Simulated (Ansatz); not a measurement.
# GaAs+ (quartet): the correlation ladder, cc-pVTZ

Aim: climb from Hartree-Fock through coupled cluster and multireference methods for GaAs+ (quartet) at one geometry and basis, and see what each rung misses.

Program: Ansatz 0.2.0, Gaussian basis. Level of theory: cc-pVTZ, core rule «outside noble gas», up to 28 orbitals frozen. These are calculated values, not measurements.

Plan: UHF; CCSD(T) on ROHF; CCSD(T) on UHF; BCCD(T) on ROHF; CISD as a restricted active space (open shells left free, so some higher excitations enter); CCSDT(Q) on ROHF; CCSDT(Q) on UHF; CASSCF and MRCISD+Q, 7 electrons in 8 orbitals; CASSCF and NEVPT2, 7 electrons in 8 orbitals.

12 further runs of the same task are left out: 2 for a known fault of the program, 4 that didn't finish, 6 set aside as unsound or not needed. Runs told in other sessions of the task aren't counted.

### Step 1. The geometry

The geometry is a PBE0/def2-TZVP stationary point (not a proven minimum) of the parent state, kept for this charge and spin. No spin-orbit coupling is included. The filled d shell of Ga, As may be among the frozen orbitals whatever the setting's name suggests.

2 atoms, charge 1, spin multiplicity 4.

Atoms are counted from 1 here; the program's logs count them from 0.

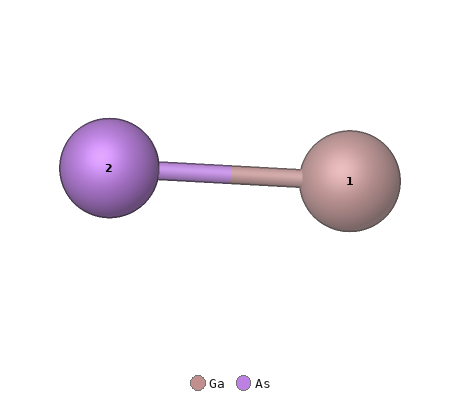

The geometry (gallium pink, arsenic purple); atoms are numbered from 1 in the order of the file.

In the tables R marks a restricted open-shell determinant and U an unrestricted one; 'valence' is the active space of 7 electrons in 8 orbitals; energies count from the table's Hartree-Fock row.

### Step 2. UHF

The input, in.yaml:

```yaml
crystal:
  periodic: [false, false, false]
  atoms:
    - {symbol: Ga, position_ang: [0.000000, 0.000000, 0.000000]}
    - {symbol: As, position_ang: [0.000000, 0.000000, 2.585100]}
basis:
  gaussian: {orbitals: cc-pVTZ}
total_charge: 1
magnetization: {spin_polarized: true, initial_magnetization: 3}
hamiltonian: {xc: hf}
output: {orbitals: {seedname: orbitals}}
```

Launch:

```console
ansatz run in.yaml --threads 1 --pin off --events-out ev --progress --plain --max-ram 2393MiB
```

The log of the run:

```text
Functional definition: HF
  name "HF"
  cite "Fock, Z. Phys. 61, 126 (1930) doi:10.1007/BF01340294"
  parent pbe
  exchange = exact_x
  correlation = 0
577 factors; integrals over basis functions are off by at most 8.1e-4 eV
mean field evaluation 1: about -113124.7177 eV, gradient 1.0e1 eV
mean field evaluation 2: about -113124.7389 eV, gradient 1.0e1 eV
mean field evaluation 4: about -113125.7366 eV, gradient 1.5e0 eV
mean field evaluation 8: about -113125.7868 eV, gradient 1.6e-1 eV
mean field evaluation 16: about -113123.6133 eV, gradient 6.2e0 eV
mean field -113125.78756658 eV, -4157.2960136591 hartree, gradient 8.0e-5 eV, S^2 3.787578; 1 other end points of the search recorded, 0 dependent functions left out
reference -113125.78756658 eV, -4157.2960136591 hartree; 33, 30 occupied and 53, 56 virtual orbitals, 577 factors
Total energy: -113125.78756658 eV, -4157.2960136591 hartree
```

Wall time 2.3 s (1 thread of Arm Neoverse V1, shared host).

From the report: ⟨S²⟩ of the determinant 3.788 (pure quartet: 3.75).

### Step 3. CCSD(T) on ROHF

The input, in.yaml:

```yaml
crystal:
  periodic: [false, false, false]
  atoms:
    - {symbol: Ga, position_ang: [0.000000, 0.000000, 0.000000]}
    - {symbol: As, position_ang: [0.000000, 0.000000, 2.585100]}
basis:
  gaussian: {orbitals: cc-pVTZ}
total_charge: 1
magnetization: {spin_polarized: false, initial_magnetization: 3}
correlation: {method: ccsd_t, electrons: outside_noble_gas}
```

Same command.

The log of the run, cut to the lines that bear on the results:

```text
Functional definition: HF
  name "HF"
  cite "Fock, Z. Phys. 61, 126 (1930) doi:10.1007/BF01340294"
  parent pbe
[...]
577 factors; integrals over basis functions are off by at most 8.1e-4 eV
[...]
mean field -113125.62282868 eV, -4157.2899596528 hartree, gradient 4.7e-6 eV, S^2 3.750000; 0 other end points of the search recorded, 0 dependent functions left out
28 core orbitals not correlated: weight in the atoms' cores, before any rotation towards them, 0.999 or more for the frozen orbitals, at most 0.001 for the correlated occupied ones
reference -113125.62282868 eV, -4157.2899596528 hartree; 5, 2 occupied and 53, 56 virtual orbitals, 577 factors
second order -3.01571065 eV of doubles, -0.05476953 eV of singles
cycle   1  -3.53471599 eV  change   -4.6e-1 eV  update   6.6e-2
[...]
cycle  10  -3.73317401 eV  change   -2.7e-6 eV  update   7.4e-6
perturbative correction -0.14401462 eV, -0.0052924397 hartree
Total energy: -113129.50001731 eV, -4157.4324437070 hartree
```

Run time: 6 s. Hardware: 1 thread of Arm Neoverse V1, shared host.

From the report: correlation -3.8772 eV; T1 0.031; largest double amplitude 0.08.

### Step 4. CCSD(T) on UHF

Changes to in.yaml since step 3:

```diff
@@ -8,3 +8,3 @@
 total_charge: 1
-magnetization: {spin_polarized: false, initial_magnetization: 3}
+magnetization: {spin_polarized: true, initial_magnetization: 3}
 correlation: {method: ccsd_t, electrons: outside_noble_gas}
```

The command is unchanged.

The log of the run, cut to the lines that bear on the results:

```text
Functional definition: HF
  name "HF"
  cite "Fock, Z. Phys. 61, 126 (1930) doi:10.1007/BF01340294"
  parent pbe
[...]
577 factors; integrals over basis functions are off by at most 8.1e-4 eV
[...]
mean field -113125.78756659 eV, -4157.2960136591 hartree, gradient 3.1e-6 eV, S^2 3.787578; 0 other end points of the search recorded, 0 dependent functions left out
28 core orbitals not correlated: weight in the atoms' cores, before any rotation towards them, 0.999 or more for the frozen orbitals, at most 0.001 for the correlated occupied ones
reference -113125.78756659 eV, -4157.2960136591 hartree; 5, 2 occupied and 53, 56 virtual orbitals, 577 factors
second order -2.92004085 eV of doubles, -0.00000000 eV of singles
cycle   1  -3.38228789 eV  change   -4.6e-1 eV  update   6.5e-2
[...]
cycle  11  -3.59102039 eV  change   -2.1e-6 eV  update   6.6e-6
perturbative correction -0.14059797 eV, -0.0051668800 hartree
Total energy: -113129.51918494 eV, -4157.4331481043 hartree
```

Run time: 8 s. Hardware: 1 thread of Arm Neoverse V1, shared host.

From the report: ⟨S²⟩ of the determinant 3.788 (pure quartet: 3.75); correlation -3.7316 eV; T1 0.020; largest double amplitude 0.08.

### Step 5. BCCD(T) on ROHF

Changes to in.yaml since step 4:

```diff
@@ -8,3 +8,3 @@
 total_charge: 1
-magnetization: {spin_polarized: true, initial_magnetization: 3}
-correlation: {method: ccsd_t, electrons: outside_noble_gas}
+magnetization: {spin_polarized: false, initial_magnetization: 3}
+correlation: {method: bccd_t, electrons: outside_noble_gas}
```

Same command.

The log of the run, cut to the lines that bear on the results:

```text
Functional definition: HF
  name "HF"
  cite "Fock, Z. Phys. 61, 126 (1930) doi:10.1007/BF01340294"
  parent pbe
[...]
577 factors; integrals over basis functions are off by at most 8.1e-4 eV
[...]
mean field -113125.62282868 eV, -4157.2899596528 hartree, gradient 4.7e-6 eV, S^2 3.750000; 0 other end points of the search recorded, 0 dependent functions left out
28 core orbitals not correlated: weight in the atoms' cores, before any rotation towards them, 0.999 or more for the frozen orbitals, at most 0.001 for the correlated occupied ones
reference -113125.62282868 eV, -4157.2899596528 hartree; 5, 2 occupied and 53, 56 virtual orbitals, 577 factors
second order -3.01571065 eV of doubles, -0.05476953 eV of singles
cycle   1  -3.55154785 eV  change   -4.8e-1 eV  update   6.6e-2
[...]
cycle  11  -3.73065273 eV  change   -4.2e-6 eV  update   5.6e-6
perturbative correction -0.14695757 eV, -0.0054005909 hartree
Total energy: -113129.50043897 eV, -4157.4324592027 hartree
```

It took 8 s on 1 thread of Arm Neoverse V1, shared host; peak memory 0.25 GiB.

From the report: correlation -3.8776 eV; largest double amplitude 0.08.

### Step 6. CISD as a restricted active space (open shells left free, so some higher excitations enter)

Changes to in.yaml since step 5:

```diff
@@ -9,2 +9,2 @@
 magnetization: {spin_polarized: false, initial_magnetization: 3}
-correlation: {method: bccd_t, electrons: outside_noble_gas}
+correlation: {active_space: {ras: {orbitals: [2, 3, 53], electrons: 7, max_holes: 2, max_particles: 2}, fixed_orbitals: true}}
```

The command is unchanged.

The log of the run:

```text
Functional definition: HF
  name "HF"
  cite "Fock, Z. Phys. 61, 126 (1930) doi:10.1007/BF01340294"
  parent pbe
  exchange = exact_x
  correlation = 0
577 factors; integrals over basis functions are off by at most 8.1e-4 eV
mean field evaluation 1: about -113124.8712 eV, gradient 1.0e1 eV
mean field evaluation 2: about -113124.8925 eV, gradient 1.0e1 eV
mean field evaluation 4: about -113125.5857 eV, gradient 1.1e0 eV
mean field evaluation 8: about -113125.6175 eV, gradient 3.0e-1 eV
mean field evaluation 16: about -113125.6228 eV, gradient 1.7e-6 eV
mean field -113125.62282868 eV, -4157.2899596528 hartree, gradient 4.7e-6 eV, S^2 3.750000; 0 other end points of the search recorded, 0 dependent functions left out
reference -113125.62282868 eV, -4157.2899596528 hartree; 33, 30 occupied and 53, 56 virtual orbitals, 577 factors
state -113129.23172168 eV, -4157.4225840242 hartree
Total energy: -113129.23172168 eV, -4157.4225840242 hartree
```

It took 8.5 s on 1 thread of Arm Neoverse V1, shared host.

From the report: 40,578 determinants.

### Step 7. CCSDT(Q) on ROHF

Changes to in.yaml since step 6:

```diff
@@ -9,2 +9,2 @@
 magnetization: {spin_polarized: false, initial_magnetization: 3}
-correlation: {active_space: {ras: {orbitals: [2, 3, 53], electrons: 7, max_holes: 2, max_particles: 2}, fixed_orbitals: true}}
+correlation: {method: ccsdt_q, electrons: outside_noble_gas}
```

Same command.

The log of the run, cut to the lines that bear on the results:

```text
Functional definition: HF
  name "HF"
  cite "Fock, Z. Phys. 61, 126 (1930) doi:10.1007/BF01340294"
  parent pbe
[...]
935 factors; integrals over basis functions are off by at most 2.1e-7 eV
[...]
mean field -113125.62284014 eV, -4157.2899600740 hartree, gradient 9.9e-6 eV, S^2 3.750000; 0 other end points of the search recorded, 0 dependent functions left out
28 core orbitals not correlated: weight in the atoms' cores, before any rotation towards them, 0.999 or more for the frozen orbitals, at most 0.001 for the correlated occupied ones
reference -113125.62284014 eV, -4157.2899600740 hartree; 5, 2 occupied and 53, 56 virtual orbitals, 935 factors
second order -3.01572542 eV of doubles, -0.05476938 eV of singles
cycle   1  -3.53471667 eV  change   -4.6e-1 eV  update   7.4e-2
[...]
cycle  16  -3.90504826 eV  change    1.9e-7 eV  update   3.2e-7
perturbative correction -0.00606961 eV, -0.0002230540 hartree
Total energy: -113129.53395801 eV, -4157.4336910045 hartree
```

Run time: 49 s. Hardware: 1 thread of Arm Neoverse V1, shared host; peak memory 0.54 GiB.

From the report: correlation -3.9111 eV; T1 0.033; largest double amplitude 0.09.

### Step 8. CCSDT(Q) on UHF

Changes to in.yaml since step 7:

```diff
@@ -8,3 +8,3 @@
 total_charge: 1
-magnetization: {spin_polarized: false, initial_magnetization: 3}
+magnetization: {spin_polarized: true, initial_magnetization: 3}
 correlation: {method: ccsdt_q, electrons: outside_noble_gas}
```

Same command.

The log of the run:

```text
Functional definition: HF
  name "HF"
  cite "Fock, Z. Phys. 61, 126 (1930) doi:10.1007/BF01340294"
  parent pbe
  exchange = exact_x
  correlation = 0
935 factors; integrals over basis functions are off by at most 2.1e-7 eV
mean field evaluation 1: about -113124.6951 eV, gradient 1.0e1 eV
mean field evaluation 2: about -113124.7389 eV, gradient 1.0e1 eV
mean field evaluation 4: about -113125.7367 eV, gradient 1.5e0 eV
mean field evaluation 8: about -113125.7868 eV, gradient 1.6e-1 eV
mean field evaluation 16: about -113125.5657 eV, gradient 5.3e0 eV
mean field evaluation 32: about -113114.6059 eV, gradient 1.0e1 eV
mean field evaluation 64: about -113117.2781 eV, gradient 3.1e-3 eV
mean field evaluation 96: about -113121.6380 eV, gradient 7.0e0 eV
mean field evaluation 128: about -113122.3307 eV, gradient 6.1e-1 eV
mean field -113125.78757747 eV, -4157.2960140590 hartree, gradient 5.8e-6 eV, S^2 3.787578; 0 other end points of the search recorded, 0 dependent functions left out
28 core orbitals not correlated: weight in the atoms' cores, before any rotation towards them, 0.999 or more for the frozen orbitals, at most 0.001 for the correlated occupied ones
reference -113125.78757747 eV, -4157.2960140590 hartree; 5, 2 occupied and 53, 56 virtual orbitals, 935 factors
second order -2.92005473 eV of doubles, -0.00000000 eV of singles
cycle   1  -3.38228934 eV  change   -4.6e-1 eV  update   7.3e-2
cycle   2  -3.73049541 eV  change   -3.5e-1 eV  update   3.6e-2
cycle   3  -3.76337253 eV  change   -3.3e-2 eV  update   1.5e-2
cycle   4  -3.75257480 eV  change    1.1e-2 eV  update   7.4e-3
cycle   5  -3.75829638 eV  change   -5.7e-3 eV  update   3.5e-3
cycle   6  -3.76034860 eV  change   -2.1e-3 eV  update   1.9e-3
cycle   7  -3.75904425 eV  change    1.3e-3 eV  update   9.0e-4
cycle   8  -3.75977148 eV  change   -7.3e-4 eV  update   4.6e-4
cycle   9  -3.75981921 eV  change   -4.8e-5 eV  update   1.7e-4
cycle  10  -3.75953992 eV  change    2.8e-4 eV  update   7.0e-5
cycle  11  -3.75959607 eV  change   -5.6e-5 eV  update   3.0e-5
cycle  12  -3.75961950 eV  change   -2.3e-5 eV  update   1.1e-5
cycle  13  -3.75962835 eV  change   -8.9e-6 eV  update   6.0e-6
cycle  14  -3.75962806 eV  change    2.9e-7 eV  update   2.5e-6
cycle  15  -3.75962643 eV  change    1.6e-6 eV  update   9.0e-7
cycle  16  -3.75962610 eV  change    3.4e-7 eV  update   3.8e-7
perturbative correction -0.00617892 eV, -0.0002270713 hartree
Total energy: -113129.55338249 eV, -4157.4344048410 hartree
```

Wall time 46 s (1 thread of Arm Neoverse V1, shared host); peak memory 0.49 GiB.

From the report: ⟨S²⟩ of the determinant 3.788 (pure quartet: 3.75); correlation -3.7658 eV; T1 0.021; largest double amplitude 0.09.

### Step 9. CASSCF and MRCISD+Q, 7 electrons in 8 orbitals

The input, in.yaml:

```yaml
crystal:
  periodic: [false, false, false]
  atoms:
    - {symbol: Ga, position_ang: [0.000000, 0.000000, 0.000000]}
    - {symbol: As, position_ang: [0.000000, 0.000000, 2.585100]}
basis:
  gaussian: {orbitals: cc-pVTZ}
total_charge: 1
magnetization: {spin_polarized: false, initial_magnetization: 3}
correlation: {method: fic_mrcisd_q, electrons: outside_noble_gas, active_space: {window: {electrons: 7, orbitals: 8}, shells: [{species: As, l: s, shell: 4}, {species: As, l: p, shell: 4}, {species: Ga, l: s, shell: 4}, {species: Ga, l: p, shell: 4}]}}
```

Same command.

The log of the run, cut to the lines that bear on the results:

```text
Functional definition: HF
  name "HF"
  cite "Fock, Z. Phys. 61, 126 (1930) doi:10.1007/BF01340294"
  parent pbe
[...]
935 factors; integrals over basis functions are off by at most 2.1e-7 eV
[...]
mean field -113125.62284014 eV, -4157.2899600740 hartree, gradient 9.9e-6 eV, S^2 3.750000; 0 other end points of the search recorded, 0 dependent functions left out
reference -113125.62284014 eV, -4157.2899600740 hartree; 33, 30 occupied and 53, 56 virtual orbitals, 935 factors
state -113126.78743412 eV, -4157.3327581134 hartree
contracted CI cycle   1: correlation 0.00000000 eV, 0.0000000000 hartree, residual 1.17e1 eV
contracted CI cycle   2: correlation -2.51011433 eV, -0.0922450004 hartree, residual 1.99e0 eV
contracted CI cycle   3: correlation -2.58135794 eV, -0.0948631547 hartree, residual 3.87e-1 eV
contracted CI cycle   4: correlation -2.58400723 eV, -0.0949605143 hartree, residual 8.01e-2 eV
contracted CI cycle   5: correlation -2.58411672 eV, -0.0949645379 hartree, residual 1.75e-2 eV
contracted CI cycle   6: correlation -2.58412207 eV, -0.0949647343 hartree, residual 4.12e-3 eV
contracted CI cycle   7: correlation -2.58412235 eV, -0.0949647448 hartree, residual 9.24e-4 eV
state -113126.78743412 eV, -4157.3327581134 hartree; corrected -113129.52898861 eV, -4157.4335083823 hartree
Total energy: -113129.52898861 eV, -4157.4335083823 hartree
Checks for a lower state left out: starts, orbital_swaps
```

Wall time 11 s (1 thread of Arm Neoverse V1, shared host); peak memory 0.28 GiB.

From the report: 400 determinants; active occupations 1.99, 1.92, 1.00, 1.00, 1.00, 0.04, 0.04, 0.03.

### Step 10. CASSCF and NEVPT2, 7 electrons in 8 orbitals

The input, in.yaml:

```yaml
crystal:
  periodic: [false, false, false]
  atoms:
    - {symbol: Ga, position_ang: [0.000000, 0.000000, 0.000000]}
    - {symbol: As, position_ang: [0.000000, 0.000000, 2.585100]}
basis:
  gaussian: {orbitals: cc-pVTZ}
total_charge: 1
magnetization: {spin_polarized: false, initial_magnetization: 3}
correlation: {method: sc_nevpt2, electrons: outside_noble_gas, active_space: {window: {electrons: 7, orbitals: 8}, shells: [{species: As, l: s, shell: 4}, {species: As, l: p, shell: 4}, {species: Ga, l: s, shell: 4}, {species: Ga, l: p, shell: 4}]}}
```

Same command.

The log of the run:

```text
Functional definition: HF
  name "HF"
  cite "Fock, Z. Phys. 61, 126 (1930) doi:10.1007/BF01340294"
  parent pbe
  exchange = exact_x
  correlation = 0
935 factors; integrals over basis functions are off by at most 2.1e-7 eV
mean field evaluation 1: about -113124.8487 eV, gradient 1.0e1 eV
mean field evaluation 2: about -113124.8924 eV, gradient 1.0e1 eV
mean field evaluation 4: about -113125.5858 eV, gradient 1.2e0 eV
mean field evaluation 8: about -113125.6175 eV, gradient 3.0e-1 eV
mean field evaluation 16: about -113125.6228 eV, gradient 1.6e-6 eV
mean field -113125.62284014 eV, -4157.2899600740 hartree, gradient 9.9e-6 eV, S^2 3.750000; 0 other end points of the search recorded, 0 dependent functions left out
reference -113125.62284014 eV, -4157.2899600740 hartree; 33, 30 occupied and 53, 56 virtual orbitals, 935 factors
state -113126.78743412 eV, -4157.3327581134 hartree
state -113126.78743412 eV, -4157.3327581134 hartree; corrected -113128.97575882 eV, -4157.4131775628 hartree
Total energy: -113128.97575882 eV, -4157.4131775628 hartree
Checks for a lower state left out: starts, orbital_swaps
```

Run time: 8.5 s. Hardware: 1 thread of Arm Neoverse V1, shared host.

From the report: 400 determinants; active occupations 1.99, 1.92, 1.00, 1.00, 1.00, 0.04, 0.04, 0.03.

### Step 11. How many determinants matter

Natural occupations of the CASSCF valence state about the gap (report; correlated orbitals 1 to 8): 1.988, 1.915, 1.000, 0.998, 0.998, 0.035, 0.035, 0.031. The count of effectively unpaired electrons, Σ n²(2 − n)², is 3.04; a single determinant of this spin has 3.

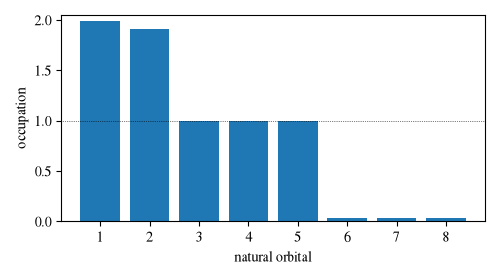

Natural occupations of the CASSCF valence state.

### Step 12. The ladder

The yardstick is UCCSDT(Q), where the cluster series has nearly closed. Rows without a time are mean-field rows or come out of runs for another level: lower rungs of the coupled-cluster runs, CASSCF and MRCISD of the multireference runs, or the Hartree-Fock search.

Differences are taken before rounding.

```csv
method,energy from the lowest ROHF (kJ/mol),from UCCSDT(Q) (kJ/mol),time
ROHF,0.0,+379.2,
UHF,-15.9,+363.3,
RMP2,-296.3,+83.0,
UMP2,-297.6,+81.6,
RCCSD,-360.2,+19.0,
UCCSD,-362.4,+16.9,
RCCSD(T),-374.1,+5.1,6 s
UCCSD(T),-375.9,+3.3,8 s
BCCD(T),-374.1,+5.1,8 s
RCCSDT,-376.8,+2.5,
UCCSDT,-378.6,+0.6,
RCCSDT(Q),-377.4,+1.9,49 s
UCCSDT(Q),-379.2,0,46 s
CASSCF valence,-112.4,+266.9,
NEVPT2 valence,-323.5,+55.7,8.5 s
MRCISD valence,-361.7,+17.5,
MRCISD+Q valence,-376.9,+2.4,11 s
```

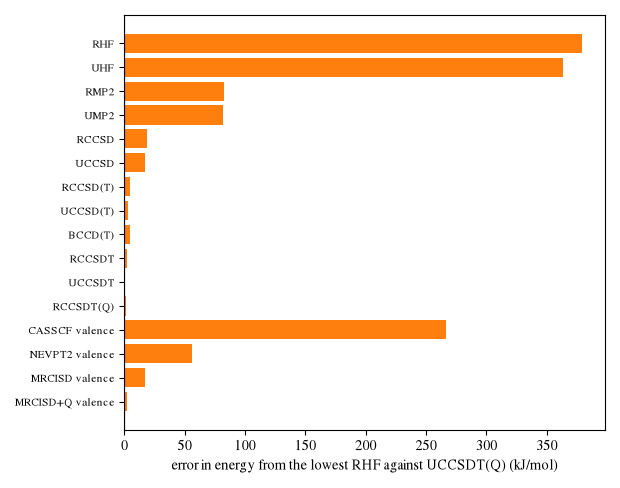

Deviations from UCCSDT(Q), method by method.

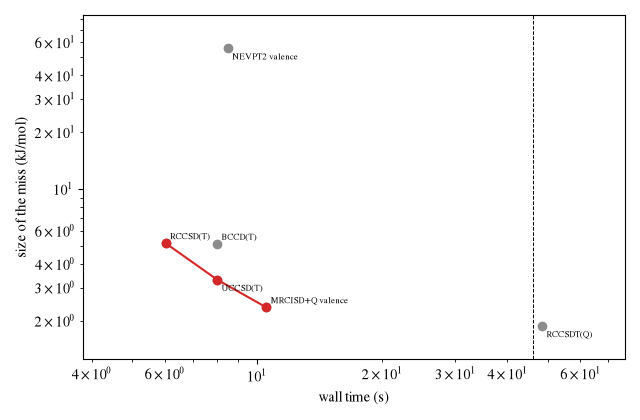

Miss against cost. Red marks the levels that no quicker level drawn beats (of those quicker than the yardstick), and the dashed line is the time of UCCSDT(Q). Times are from a shared host.

Not comparable, so not listed: CISD as a restricted active space (open shells left free, so some higher excitations enter) (they don't share determinant, frozen orbitals or solution with the rows shown, or repeat one).

### Step 13. Results

| quantity | value |
| --- | --- |
| UCCSDT(Q) from the ROHF energy | -3.9306 eV |
| RMP2 from UCCSDT(Q) | +83.0 kJ/mol |
| UMP2 from UCCSDT(Q) | +81.6 kJ/mol |
| RCCSD from UCCSDT(Q) | +19.0 kJ/mol |
| RCCSD(T) from UCCSDT(Q) | +5.1 kJ/mol |
| UCCSD(T) from UCCSDT(Q) | +3.3 kJ/mol |
| RCCSDT(Q) from UCCSDT(Q) | +1.9 kJ/mol |
| NEVPT2 valence from UCCSDT(Q) | +55.7 kJ/mol |
| MRCISD+Q valence from UCCSDT(Q) | +2.4 kJ/mol |
| levels within 1 kcal/mol (43 meV) | UCCSD(T), RCCSDT, UCCSDT, RCCSDT(Q), MRCISD+Q valence |
| T1 diagnostic | 0.031 |
| effectively unpaired electrons | 3.04 |

RCCSD(T) lands +5.1 kJ/mol from the yardstick (1.4 % of the correlation energy). One determinant dominates. Of the multireference levels listed MRCISD+Q valence comes nearest in total energy (+2.4 kJ/mol), which doesn't show that its space is the better one. These misses are within one basis, not against nature; the frozen cores of restricted and unrestricted runs differ, which can shift their rows.

For cost: MRCISD+Q valence gets within 2.4 kJ/mol in 11 s, where UCCSDT(Q) took 46 s; the quickest level in the cost chart, RCCSD(T), takes 6 s and misses by 5.1 kJ/mol.
